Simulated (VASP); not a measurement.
# Driving VASP from ASE on YNiC2, part 3 of 4

Do ASE scripts that read YNiC2 from different structure formats give one answer, and do several routes find one equilibrium volume? All runs use PBEsol. Left out of this account: 1 further run (self-consistent run: a reference on another mesh). The start is a computed cell from the Materials Project.

VASP 6.6.1, plane waves and PAW; the level of theory is named at each step.

So far. Step 3 (Self-consistent run (PBEsol, through ASE), try 2): The energy lies +1.01 meV an atom from the first script, since this cell and mesh sample the zone at other points.

**4. Full relaxation (PBEsol, through ASE)**

This step: PBEsol, spin-polarised from a ferromagnetic start (one magnetic atom a cell); plane waves and PAW (Y_sv, Ni, C) (VASP 6.6.1).

System of this step: YNiC2. The structure is orthorhombic, space group Amm2 (No. 38). Conventional cell: a = 3.611 Å, b = 4.486 Å, c = 5.982 Å, α = 90.00°, β = 90.00°, γ = 90.00°. Nearest to Y lie 8 C at 2.64 to 2.67 Å and 6 Ni at 2.95 Å. Ni has 4 C at 1.93 to 1.98 Å and 6 Y at 2.95 Å nearest. Nearest to C lie 1 C at 1.37 Å and 2 Ni at 1.93 to 1.98 Å and 4 Y at 2.64 to 2.67 Å. Farther neighbours are not listed.

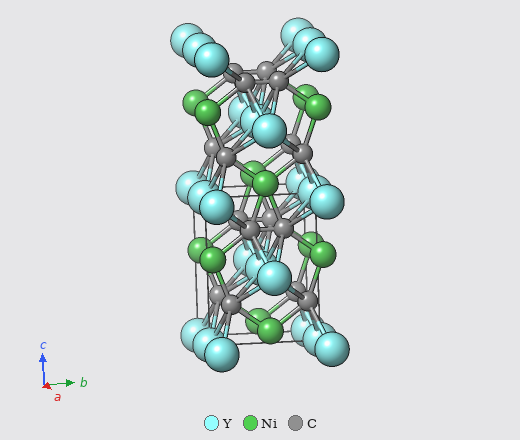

The cell of this step (yttrium teal, nickel green, carbon grey). 2×1×2 conventional cells are drawn. Some periodic images of atoms are drawn too.

Properties are meant for the cell that this level of theory prefers, so cell and atoms are relaxed first (ISIF = 3) until forces and stress are small; EDIFFG sets the threshold.

run.py

```python
import numpy as np
from ase.calculators.vasp import Vasp
from ase.io import read

atoms = read('YNiC2.cif')

calc = Vasp(
    xc='pbesol',
    pp='PBE',
    prec='Accurate',
    encut=520,
    ediff=1e-06,
    nelm=100,
    ismear=-1,
    sigma=0.05,
    lreal=False,
    algo='Normal',
    nbands=23,
    ispin=2,
    lasph=True,
    lmaxmix=4,
    lorbit=11,
    lwave=False,
    lcharg=False,
    kpar=4,
    ibrion=2,
    nsw=60,
    isif=3,
    ediffg=-0.01,
    pp_version='64',
    setups={'Y': '_sv', 'Ni': '', 'C': ''},
    kpts=(8, 8, 8),
    gamma=True,
    txt='vasp.out',
    magmom=[0.0, 1.0, 0.0, 0.0],
)
atoms.calc = calc

print("energy (eV):", round(atoms.get_potential_energy(), 6))
print("Fermi level (eV):", round(calc.get_fermi_level(), 4))
print("forces (eV/A):")
print(np.round(atoms.get_forces(), 4))
print("stress (GPa, Voigt, tension positive):", np.round(atoms.get_stress() * 160.21766, 3))
print("magnetic moment (muB):", round(atoms.get_magnetic_moment(), 3))
print("cell (A, degrees):", np.round(atoms.cell.cellpar(), 4))
print("volume (A^3):", round(atoms.get_volume(), 4))
print("positions:")
print(np.round(atoms.get_scaled_positions(), 5))
```

YNiC2.cif

```cif
data_YNiC2
_cell_length_a 3.61051776
_cell_length_b 3.73866525
_cell_length_c 3.73866525
_cell_angle_alpha 73.72434296
_cell_angle_beta 90.00000000
_cell_angle_gamma 90.00000000
_space_group_name_H-M_alt 'P1'
_space_group_name_Hall 'P 1'
_space_group_IT_number 1
loop_
_space_group_symop_operation_xyz
'x,y,z'
loop_
_atom_site_label
_atom_site_type_symbol
_atom_site_symmetry_multiplicity
_atom_site_Wyckoff_symbol
_atom_site_fract_x
_atom_site_fract_y
_atom_site_fract_z
_atom_site_occupancy
Y1 Y 1 a 0.0000000000 0.0031364700 0.0031364700 1
Ni1 Ni 1 a 0.5000000000 0.6134320900 0.6134320900 1
C1 C 1 a 0.5000000000 0.4558403800 0.1505910600 1
C2 C 1 a 0.5000000000 0.1505910600 0.4558403800 1
```

Potentials, in the order of the species: Y_sv, Ni and C (PBE family, release 64).

On the command line:

```bash
> export ASE_VASP_COMMAND="mpirun -np 4 vasp_std"
> python run.py
```

Log:

```text
energy (eV): -33.863552
Fermi level (eV): 6.9716
forces (eV/A):
[[ 0.     -0.0024 -0.0018]
 [ 0.      0.0037  0.0028]
 [ 0.      0.0012 -0.003 ]
 [ 0.     -0.0025  0.002 ]]
stress (GPa, Voigt, tension positive): [ 0.01   0.021  0.019  0.003 -0.    -0.   ]
magnetic moment (muB): 0.0
cell (A, degrees): [ 3.5563  3.7174  3.7174 74.1577 90.     90.    ]
volume (A^3): 47.2767
positions:
[[0.      0.00318 0.00318]
 [0.5     0.61414 0.61414]
 [0.5     0.45608 0.14961]
 [0.5     0.14961 0.45608]]
```

It took 4.4 min on 4 MPI ranks of AMD EPYC 9R45, shared host; peak memory 1.3 GiB; 16 min of CPU time.

The INCAR that ASE wrote:

```
ENCUT = 520.000000
SIGMA = 0.050000
EDIFF = 1.00e-06
EDIFFG = -1.00e-02
ALGO = Normal
GGA = PS
PREC = Accurate
IBRION = 2
ISIF = 3
ISMEAR = -1
ISPIN = 2
KPAR = 4
LMAXMIX = 4
LORBIT = 11
NBANDS = 23
NELM = 100
NSW = 60
MAGMOM = 1*0.0000 1*1.0000 2*0.0000
LASPH = .TRUE.
LCHARG = .FALSE.
LWAVE = .FALSE.
LREAL = .FALSE.
```

The KPOINTS that ASE wrote:

```
KPOINTS created by Atomic Simulation Environment
0
Gamma
8 8 8
0 0 0
```

vasp.out:

```text
[banner, memory and clock lines left out]
running    4 mpi-ranks, on    1 nodes
 distrk:  each k-point on    1 cores,    4 groups
 distr:  one band on    1 cores,    1 groups

 POSCAR found type information on POSCAR Y NiC
 POSCAR found :  3 types and       4 ions
 [... a notice as in an earlier step ...]

 LDA part: xc-table for (Slater+PW92), standard interpolation
 POSCAR, INCAR and KPOINTS ok, starting setup
 FFT: planning ... GRIDC
 FFT: planning ... GRID_SOFT
 FFT: planning ... GRID
 WAVECAR not read
 entering main loop
       N       E                     dE             d eps       ncg     rms          rms(c)
DAV:   1     0.168603066340E+03    0.16860E+03   -0.14192E+04  9660   0.141E+03
DAV:   2    -0.246659719924E+02   -0.19327E+03   -0.18000E+03 10465   0.324E+02
DAV:   3    -0.395650374629E+02   -0.14899E+02   -0.14421E+02 12260   0.854E+01
DAV:   4    -0.401786896324E+02   -0.61365E+00   -0.61154E+00 13115   0.159E+01
DAV:   5    -0.401953956947E+02   -0.16706E-01   -0.16699E-01 12900   0.248E+00    0.394E+01
DAV:   6    -0.482654451654E+02   -0.80700E+01   -0.19740E+02 12535   0.158E+02    0.436E+01
DAV:   7    -0.341365675253E+02    0.14129E+02   -0.31118E+01 11887   0.958E+01    0.185E+01
DAV:   8    -0.342073278870E+02   -0.70760E-01   -0.11311E+01 15365   0.407E+01    0.164E+01
DAV:   9    -0.340193362859E+02    0.18799E+00   -0.60727E+00 13020   0.292E+01    0.551E+00
DAV:  10    -0.338674066227E+02    0.15193E+00   -0.52767E-01 14624   0.957E+00    0.210E+00
DAV:  11    -0.338557671464E+02    0.11639E-01   -0.58730E-02 14254   0.240E+00    0.134E+00
DAV:  12    -0.338535687134E+02    0.21984E-02   -0.94960E-03 15411   0.107E+00    0.401E-01
DAV:  13    -0.338531728027E+02    0.39591E-03   -0.16318E-03 14808   0.442E-01    0.108E-01
DAV:  14    -0.338531700096E+02    0.27931E-05   -0.12744E-04 12715   0.847E-02    0.806E-02
DAV:  15    -0.338531495176E+02    0.20492E-04   -0.11021E-04 14728   0.128E-01    0.187E-02
DAV:  16    -0.338531501668E+02   -0.64917E-06   -0.60952E-06 11307   0.173E-02
   1 F= -.33853150E+02 E0= -.33847963E+02  d E =-.338532E+02  mag=    -0.0000
 curvature:   0.00 expect dE= 0.000E+00 dE for cont linesearch  0.000E+00
 trial: gam= 0.00000 g(F)=  0.527E-02 g(S)=  0.434E-01 ort = 0.000E+00 (trialstep = 0.100E+01)
 search vector abs. value=  0.486E-01
 bond charge predicted
       N       E                     dE             d eps       ncg     rms          rms(c)
DAV:   1    -0.344460580018E+02   -0.59291E+00   -0.85996E+00 13632   0.315E+01    0.870E+00
DAV:   2    -0.358472604692E+02   -0.14012E+01   -0.21784E+01 13078   0.601E+01    0.131E+01
DAV:   3    -0.338601403622E+02    0.19871E+01   -0.73892E+00 11618   0.491E+01    0.146E+00
DAV:   4    -0.338692589779E+02   -0.91186E-02   -0.58127E-01 15092   0.592E+00    0.191E+00
DAV:   5    -0.338564719513E+02    0.12787E-01   -0.81556E-02 14852   0.330E+00    0.125E+00
DAV:   6    -0.338571829100E+02   -0.71096E-03   -0.29214E-03 11558   0.341E-01    0.121E+00
DAV:   7    -0.338596643716E+02   -0.24815E-02   -0.32506E-03 13806   0.313E-01    0.447E-01
DAV:   8    -0.338589375409E+02    0.72683E-03   -0.41459E-03 16850   0.728E-01    0.411E-01
DAV:   9    -0.338588737605E+02    0.63780E-04   -0.78353E-04 13586   0.230E-01    0.186E-01
DAV:  10    -0.338588806210E+02   -0.68605E-05   -0.26947E-05 11879   0.351E-02    0.201E-01
DAV:  11    -0.338588614592E+02    0.19162E-04   -0.44225E-05 16056   0.546E-02    0.716E-02
DAV:  12    -0.338588827511E+02   -0.21292E-04   -0.43472E-05 17177   0.356E-02    0.934E-02
DAV:  13    -0.338588810528E+02    0.16982E-05   -0.43361E-06 11004   0.152E-02    0.465E-02
DAV:  14    -0.338588807249E+02    0.32797E-06   -0.87041E-07  7630   0.650E-03
   2 F= -.33858881E+02 E0= -.33853819E+02  d E =-.573056E-02  mag=     0.0000
[... from here on, the cycles between the ionic steps are left out ...]
   3 F= -.33866750E+02 E0= -.33861634E+02  d E =-.135999E-01  mag=     0.0000
   4 F= -.33866752E+02 E0= -.33861636E+02  d E =-.136017E-01  mag=     0.0000
   5 F= -.33866463E+02 E0= -.33861358E+02  d E =-.133130E-01  mag=    -0.0000
   6 F= -.33866744E+02 E0= -.33861630E+02  d E =-.135939E-01  mag=     0.0000
   7 F= -.33868526E+02 E0= -.33863372E+02  d E =-.178195E-02  mag=     0.0000
   8 F= -.33868630E+02 E0= -.33863464E+02  d E =-.188631E-02  mag=    -0.0000
   9 F= -.33868631E+02 E0= -.33863462E+02  d E =-.188672E-02  mag=    -0.0000
  10 F= -.33868574E+02 E0= -.33863413E+02  d E =0.566400E-04  mag=    -0.0000
  11 F= -.33868694E+02 E0= -.33863529E+02  d E =-.633180E-04  mag=    -0.0000
  12 F= -.33868683E+02 E0= -.33863523E+02  d E =0.113364E-04  mag=    -0.0000
 trial-energy change:    0.000011  1 .order    0.000011   -0.000097    0.000119
 step:   0.3847(harm=  0.3847)  dis= 0.00042  next Energy=   -33.868716 (dE=-0.219E-04)
 bond charge predicted
       N       E                     dE             d eps       ncg     rms          rms(c)
DAV:   1    -0.338687346555E+02   -0.51738E-04   -0.46458E-03 10276   0.425E-01    0.448E-02
DAV:   2    -0.338687428879E+02   -0.82325E-05   -0.32311E-04 13605   0.196E-01    0.479E-02
DAV:   3    -0.338687221318E+02    0.20756E-04   -0.17603E-04 13639   0.174E-01    0.227E-02
DAV:   4    -0.338687159228E+02    0.62090E-05   -0.26630E-05 13584   0.541E-02    0.617E-03
DAV:   5    -0.338687159847E+02   -0.61919E-07   -0.15382E-06  7737   0.966E-03
  13 F= -.33868716E+02 E0= -.33863552E+02  d E =-.219015E-04  mag=    -0.0000
 curvature:  -0.26 expect dE=-0.907E-06 dE for cont linesearch -0.103E-07
 trial: gam= 0.05955 g(F)=  0.248E-05 g(S)=  0.988E-06 ort =-0.247E-05 (trialstep = 0.760E+00)
 search vector abs. value=  0.372E-05
 reached required accuracy - stopping structural energy minimisation
```

From OUTCAR (step 4):

```text
  LATTYP: Found a base centered orthorhombic cell.
 ALAT       =     4.4855916225
 B/A-ratio  =     1.3337079758
 C/A-ratio  =     0.8049145049

The static configuration has the point symmetry C_2v.

 Found    105 irreducible k-points:

   NELECT =      29.0000    total number of electrons

 E-fermi :   6.9716

 spin component 1
 k-point     1 :       0.0000    0.0000    0.0000
  band No.  band energies     occupation
    ...
     10       3.3920      1.00000
     11       4.2491      1.00000
     12       4.6028      1.00000
     13       4.8395      1.00000
     14       5.7282      1.00000
     15       7.3949      0.00021
     16       7.4177      0.00013
     17       8.8956      0.00000
     18      10.6441      0.00000
     19      10.7993      0.00000
    ...

 k-point     2 :       0.1250    0.0000    0.0000
  band No.  band energies     occupation
    ...
     10       3.9099      1.00000
     11       4.2031      1.00000
     12       4.5528      1.00000
     13       4.6927      1.00000
     14       5.8079      1.00000
     15       7.2326      0.00539
     16       7.6817      0.00000
     17       8.4332      0.00000
     18       9.9902      0.00000
     19      11.1546      0.00000
    ...

 k-point     3 :       0.2500    0.0000    0.0000
  band No.  band energies     occupation
    ...
     11       4.3193      1.00000
     12       4.4376      1.00000
     13       4.6012      1.00000
     14       6.0007      1.00000
     15       6.9242      0.72108
     16       7.5539      0.00001
     17       8.3496      0.00000
     18       9.7966      0.00000
     19      12.0629      0.00000
     20      12.2145      0.00000
    ...

 k-point     4 :       0.3750    0.0000    0.0000
  band No.  band energies     occupation
    ...
     11       4.2641      1.00000
     12       4.2955      1.00000
     13       4.9712      1.00000
     14       6.2073      1.00000
     15       6.4892      0.99994
     16       7.1145      0.05433
     17       8.7774      0.00000
     18      10.4077      0.00000
     19      11.8724      0.00000
     20      13.0466      0.00000
    ...

  Total       -0.0029982     -0.0062353     -0.0056775      0.0000000     -0.0009553      0.0000000
  in kB       -0.1016079     -0.2113102     -0.1924064      0.0000000     -0.0323741      0.0000000
  external PRESSURE =      -0.1684415 kB  Pullay stress =       0.0000000 kB

  energy-cutoff  :      520.00
  volume of cell :       47.28
      direct lattice vectors                 reciprocal lattice vectors
     3.556276785  0.000000000  0.000000000     0.281192961  0.000000000  0.000000000
     0.000000000  3.717330118 -0.014059069     0.000000000  0.268717724 -0.077352933
     0.000000000  1.028319191  3.572296251     0.000000000  0.001057561  0.279627562

 POSITION                                       TOTAL-FORCE (eV/Angst)
 -----------------------------------------------------------------------------------
      0.00000      0.01508      0.01130         0.000000     -0.002441     -0.001830
      1.77814      2.91448      2.18525         0.000000      0.003722      0.002790
      1.77814      1.84924      0.52803         0.000000      0.001214     -0.002953
      1.77814      1.02514      1.62714         0.000000     -0.002494      0.001993
 -----------------------------------------------------------------------------------
    total drift:                                0.000000     -0.000003     -0.000002

  FREE ENERGIE OF THE ION-ELECTRON SYSTEM (eV)
  ---------------------------------------------------
  free  energy   TOTEN  =       -33.8687159847 eV

  energy  without entropy=      -33.8583889513  energy(sigma->0) =      -33.86355247

 reached required accuracy - stopping structural energy minimisation

 total charge
# of ion       s       p       d       f       tot
--------------------------------------------------
    1        2.176   6.448   1.085   0.076   9.786
    2        0.541   0.757   8.442   0.000   9.740
    3        0.865   1.594   0.000   0.000   2.459
    4        0.865   1.594   0.000   0.000   2.459
--------------------------------------------------
tot          4.447  10.394   9.527   0.076  24.445

 magnetization (x)
# of ion       s       p       d       f       tot
--------------------------------------------------
    1       -0.000   0.000  -0.000   0.000  -0.000
    2       -0.000  -0.000  -0.000   0.000  -0.000
    3       -0.000  -0.000   0.000   0.000  -0.000
    4       -0.000  -0.000   0.000   0.000  -0.000
--------------------------------------------------
tot         -0.000   0.000  -0.000   0.000  -0.000

[... 4 parts as in an earlier step ...]

[... 8 further parts left out ...]
```

The run keeps the 4 symmetry operations of its start, so it cannot find a distortion of lower symmetry.

Step by step:

| step | energy less that of the first step (eV) | largest force (eV/Å) | pressure (GPa) | volume (Å³) |
| --- | --- | --- | --- | --- |
| 1 | 0.0000 | 0.2118 | -3.53 | 48.44 |
| 2 | -0.0057 | 0.2780 | 2.87 | 46.60 |
| 3 | -0.0136 | 0.0575 | 0.00 | 47.39 |
| 4 | -0.0136 | 0.0634 | 0.00 | 47.37 |
| 5 | -0.0133 | 0.1018 | 0.61 | 47.23 |
| 6 | -0.0136 | 0.0697 | 0.17 | 47.35 |
| 7 | -0.0154 | 0.0272 | 0.23 | 47.26 |
| 8 | -0.0155 | 0.0405 | 0.15 | 47.24 |
| 9 | -0.0155 | 0.0430 | 0.18 | 47.24 |
| 10 | -0.0154 | 0.0871 | -0.28 | 47.32 |
| 11 | -0.0155 | 0.0281 | -0.03 | 47.27 |
| 12 | -0.0155 | 0.0413 | 0.03 | 47.28 |
| 13 | -0.0156 | 0.0047 | -0.02 | 47.28 |

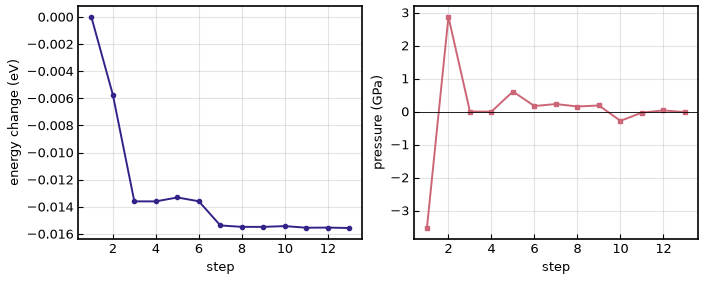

Energy and pressure along the relaxation.

| conventional cell, symmetrised | before | after | change |
| --- | --- | --- | --- |
| a (Å) | 3.611 | 3.556 | -1.5 % |
| b (Å) | 4.486 | 4.482 | -0.1 % |
| c (Å) | 5.982 | 5.931 | -0.9 % |
| volume (Å³/atom) | 12.11 | 11.82 | -2.4 % |

Final coordinates:

```xyz
4
Lattice="3.5563 0.0000 0.0000 0.0000 3.7173 -0.0141 0.0000 1.0283 3.5723" Properties=species:S:1:pos:R:3 pbc="T T T"
Y     0.0000    0.0151    0.0113
Ni    1.7781    2.9145    2.1852
C     1.7781    1.8492    0.5280
C     1.7781    1.0251    1.6271
```

Numbers from this step:

```
electrons                       : 29
bands                           : 23
irreducible k points            : 105
free energy (TOTEN)             : -33.87 eV
energy at zero smearing         : -33.86 eV
Fermi energy                    : 6.972 eV
pressure                        : -0.01684 GPa
SCF cycles over all ionic steps : 102
```

The spin moment in the PAW sphere vanishes on all atoms.

It ends with a largest force of 0.005 eV/Å and a pressure of -0.02 GPa.

(Continued in part 4 of 4.)

[Lines on the potential files, build, host, timing and source positions are cut from VASP's logs without a mark.]

[Logs are printed without paths, hosts, clocks, repeated set-up lines and the standing remarks that a program may print on its own settings, such as how far it seeks lower states.]

[Hosts, paths, dates, database ids (printed as entryN), source tags and the programs' standing remarks are cut or masked in the printed files.]

[A measured line is paired with the nearest computed mode of its activity, which favours agreement.]
